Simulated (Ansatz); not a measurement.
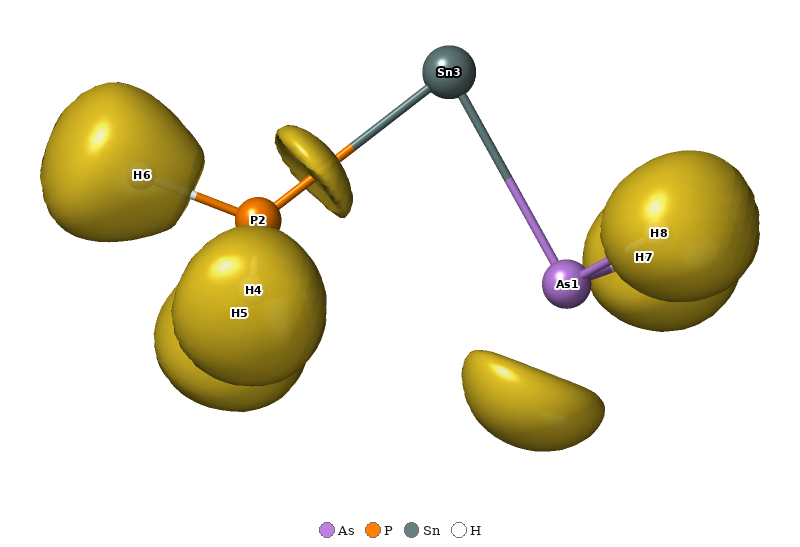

The picture shows: AsH5PSn (doublet). Isosurface of the ELF at 0.9 (yellow), seen across its widest extent. Only the valence region is drawn (cores and ρ < 0.01 e/Å³ removed).

Geometry: B3LYP-D3(BJ)/def2-SVP; core potentials replace the inner electrons of Sn.

All numbers below come from Ansatz 0.2.0, isolated molecule in a Gaussian basis; Kohn-Sham density functional theory, functional PBE0.

Input file:

```
crystal:
  periodic: [false, false, false]
  atoms:
    - {symbol: As, position_ang: [2.077160, -0.908275, 1.447726]}
    - {symbol: P, position_ang: [-1.419358, -1.633759, 1.160325]}
    - {symbol: Sn, position_ang: [0.098998, 0.388623, 0.030208]}
    - {symbol: H, position_ang: [-1.468306, -1.739368, 2.577576]}
    - {symbol: H, position_ang: [-1.068177, -2.984260, 0.886584]}
    - {symbol: H, position_ang: [-2.814367, -1.733001, 0.903314]}
    - {symbol: H, position_ang: [3.040664, -0.885310, 0.257722]}
    - {symbol: H, position_ang: [2.635253, 0.405242, 2.002811]}
basis:
  gaussian: {orbitals: def2-TZVPD}
magnetization: {spin_polarized: true, initial_magnetization: 1}
hamiltonian: {xc: pbe0}
output: {forces: true, orbitals: {seedname: orbitals}}
```

Command:

```sh
ansatz run input.yaml --threads 2 --pin off --max-ram 4350MiB --events-out events.jsonl --progress --plain --runs-dir runs
```

> Identify the bonds, lone pairs and shells in this picture.

The ELF exceeds this value in five regions around hydrogen nuclei, one lobe of the valence shell of P pointing towards Sn (polar bonds) and one lobe on As, pointing away from the bonds (non-bonding electrons).

Values along the shortest contacts:
Sn–As (2.76 Å): the ELF peaks at about 0.80 in the valence shell of As, 1.2 Å from its nucleus, and drops to about 0.20 between the two atoms. Sn–P (2.77 Å): the ELF peaks at about 0.95 in the valence shell of P, 1.0 Å from its nucleus, and drops to about 0.15 between the two atoms.
